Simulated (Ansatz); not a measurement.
# A computed series for BeSe: pressure series

Base system: BeSe in the zinc blende structure (space group F-43m, No. 216).

```
BeSe
1.0
    0.00000     2.58883     2.58883
    2.58883     0.00000     2.58883
    2.58883     2.58883     0.00000
Se Be
1 1
Direct
  0.75000   0.75000   0.75000
  0.00000   0.00000   0.00000
```

Cell and atoms are relaxed at each pressure.

Level of theory: DFT with PBE, PAW potentials and a 420 eV plane-wave cutoff in Ansatz (an electronic-structure program), no SOC, earlier PAW set.

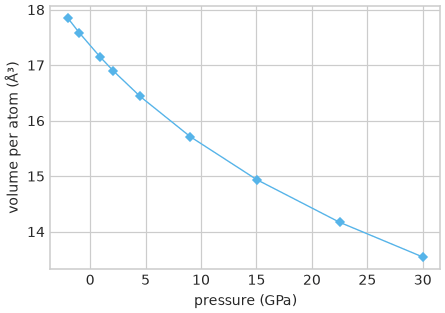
Volume against pressure

**Question.** Estimate the zero-pressure bulk modulus from the plot.

**Answer.** About 75 GPa; a third-order Birch–Murnaghan fit to the points gives V₀ = 17.35 Å³/atom, B₀ = 75 GPa and B₀′ = 3.9.

Between the base and pressure 9 GPa the gap moves from 2.67 eV to 2.45 eV, a mean slope of -25 meV/GPa.

Load acts through the strain it causes; cell and atoms are relaxed under it. Stability against distortions was not tested. Competing high-pressure phases were not computed.
